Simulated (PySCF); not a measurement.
System: C2H9PSSi2 (SMILES [SiH3]/C=C/S[SiH2]P).

```yaml
atoms:
  - { symbol: Si, position_ang: [3.0757, 0.4785, 0.4325] }
  - { symbol: C, position_ang: [1.7774, -0.7188, -0.2019] }
  - { symbol: C, position_ang: [0.4768, -0.5609, -0.0104] }
  - { symbol: S, position_ang: [-0.7480, -1.6688, -0.6350] }
  - { symbol: Si, position_ang: [-2.5938, -0.7970, 0.0563] }
  - { symbol: P, position_ang: [-2.2650, 1.3278, 0.6811] }
  - { symbol: H, position_ang: [4.1729, -0.2919, 1.0212] }
  - { symbol: H, position_ang: [3.5862, 1.2722, -0.6890] }
  - { symbol: H, position_ang: [2.4769, 1.3606, 1.4338] }
  - { symbol: H, position_ang: [2.1030, -1.5814, -0.7681] }
  - { symbol: H, position_ang: [0.0733, 0.2751, 0.5471] }
  - { symbol: H, position_ang: [-3.0401, -1.5319, 1.2396] }
  - { symbol: H, position_ang: [-3.5069, -1.0030, -1.0646] }
  - { symbol: H, position_ang: [-3.6061, 1.6465, 0.5840] }
  - { symbol: H, position_ang: [-1.9865, 1.8010, -0.5909] }
```

Geometry: GFN2-xTB.

Method: PySCF, CAM-B3LYP/def2-SVPD, SCF density, gas phase.

What can the converged electron density and electron localisation function tell about the bonding?

Answer. C–C (1.32 Å): ρ is about 2.3 e/Å³ halfway; the ELF peaks at about 0.95 between the atoms; a multiple bond.
C–S (1.77 Å): the density is about 1.3 e/Å³ at the midpoint; the ELF peaks at about 0.95 between the atoms, as expected for localised, covalent bonding.
C–Si (1.88 Å): ρ is about 0.95 e/Å³ halfway; the ELF peaks at about 0.95 between the atoms, as expected for a covalent bond.
Si–S (2.16 Å): the density is about 0.81 e/Å³ at the midpoint; the ELF peaks at about 0.95 between the atoms, as expected for localised, covalent bonding.

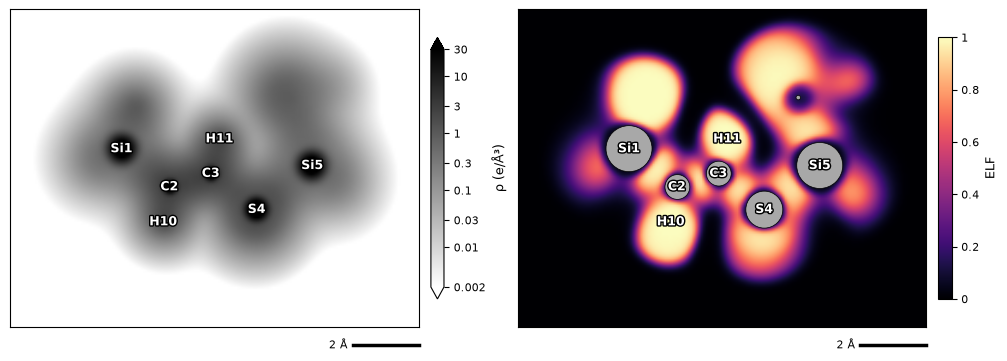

Computed electron density and electron localisation function on the plane of atoms Si1, C2 and H10, in this order. Grey discs cover the atomic cores in the ELF map. 
